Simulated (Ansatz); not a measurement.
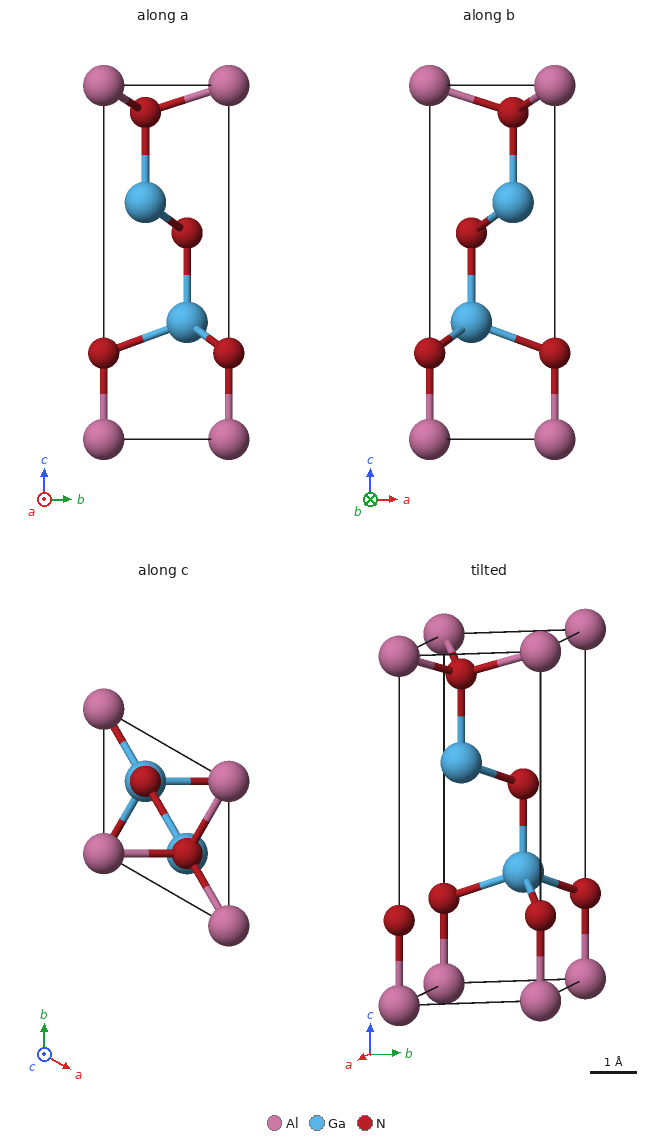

Crystal structure, ball-and-stick style, seen along the a axis, along the b axis, along the c axis and slightly off an axis. Thin lines show the conventional unit cell, with boundary atoms drawn in all their periodic places.

Lattice parameters: a = 3.1819 Å, b = 3.1819 Å, c = 7.7952 Å, α = 90.000°, β = 90.000°, γ = 120.000°.

### Put the structure into a CIF with its space group and independent sites, with free fractional coordinates to two decimals.

```cif
data_structure
_symmetry_space_group_name_H-M 'P 3 m 1'
_symmetry_Int_Tables_number 156
_cell_length_a 3.1819
_cell_length_b 3.1819
_cell_length_c 7.7952
_cell_angle_alpha 90.000
_cell_angle_beta 90.000
_cell_angle_gamma 120.000
_cell_volume 68.35
loop_
_atom_site_label
_atom_site_type_symbol
_atom_site_symmetry_multiplicity
_atom_site_Wyckoff_symbol
_atom_site_fract_x
_atom_site_fract_y
_atom_site_fract_z
_atom_site_occupancy
Al1 Al 1 a 0.00 0.00 0.00 1
Ga1 Ga 1 c 0.6667 0.3333 0.67 1
Ga2 Ga 1 b 0.3333 0.6667 0.33 1
N1 N 1 c 0.6667 0.3333 0.92 1
N2 N 1 b 0.3333 0.6667 0.58 1
N3 N 1 a 0.00 0.00 0.24 1
```

Origin of the cell: a structure type filled with these elements by a generator (whether the compound takes this form wasn't checked). It is drawn as it came out of a relaxation with Ansatz, DFT, PBE, plane waves, PAW.
